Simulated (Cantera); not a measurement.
Charge: 1 mol C, 0.0099 mol O2, 25 mol H2, at 2600 Pa.

Method: chemical equilibrium by Gibbs-energy minimisation in Cantera with the NASA 1993 tables (ideal gas, pure condensed phases). Candidate condensed phases: C, C6H6, C7H8, C8H18, H2O; 110 gas species. Rates play no part.

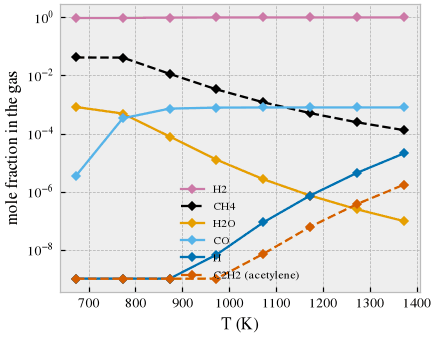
Equilibrium gas composition (values under 1e-9 drawn at 1e-9)

From 673 K to 773 K nothing is condensed. From 873 K to 1373 K the condensed part is C(graphite). The main C-bearing gas is CH4 at 673 K and CO at 1373 K.
